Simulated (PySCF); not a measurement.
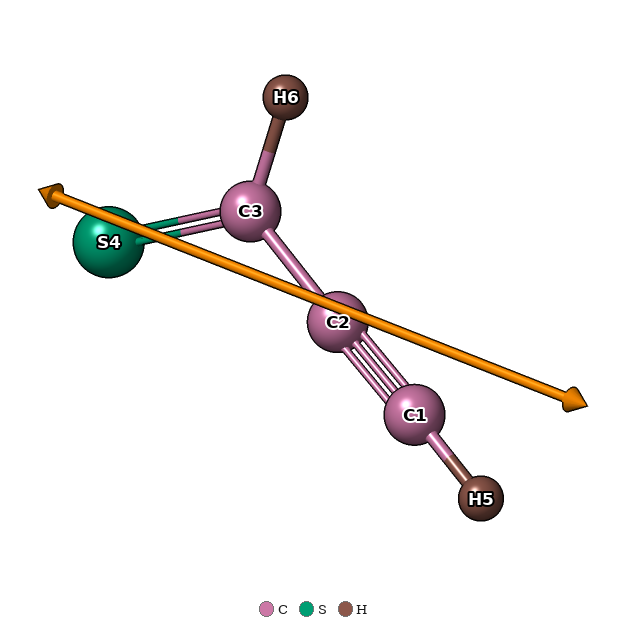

The double arrow shows the direction of the transition dipole to excited singlet state 3 (its length means nothing). Computed geometry: PBE0-D3(BJ)/def2-SVP optimisation. No frequency run is at hand to confirm it as a minimum. Properties computed with TDDFT CAM-B3LYP/def2-SVPD, vertical, gas phase, core orbitals frozen in the response (PySCF 2.14.0).

### How is the transition polarised?

In the molecular plane, close to the long direction C1···S4.

### Give its energy, strength and character.

4.67 eV (266 nm), oscillator strength 0.27, mainly HOMO−1 → LUMO (weight 0.90); transition dipole 3.88 D.
